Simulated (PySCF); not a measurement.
SMILES C[Si](C)(C)[O] (C3H9OSi), doublet at its PBE0/def2-SVP optimised geometry (Å):

```
14

C     -0.9210    -1.6504    -1.4346
Si    -0.2432    -0.6515     0.0000
C     -0.9293     1.1035     0.0000
C      1.6317    -0.6515     0.0000
O     -0.8423    -1.2349     1.4697
H     -0.5933    -1.2295    -2.3990
H     -0.5729    -2.6945    -1.3910
H     -2.0216    -1.6594    -1.4166
H     -0.5590     1.6755     0.8633
H     -0.6021     1.6119    -0.9219
H     -2.0288     1.1008     0.0251
H      2.0270    -0.2156    -0.9319
H      2.0288    -1.6755     0.0836
H      2.0212    -0.0673     0.8478
```

Method: unrestricted PBE0/def2-TZVP (PySCF). Cells within 0.4 Å of a nucleus heavier than hydrogen are left out (blank, or x).

Map of the Laplacian of the electron density (e/bohr⁵), clipped to [-1.50, 1.50] on the plane z = 0.0 Å:

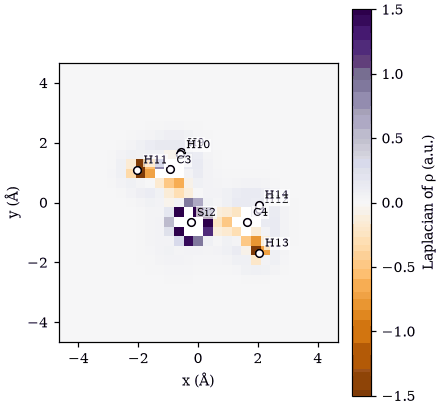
Fig. 1. Laplacian of the electron density (e/bohr⁵), clipped to [-1.50, 1.50] on the plane z = 0.0 Å.
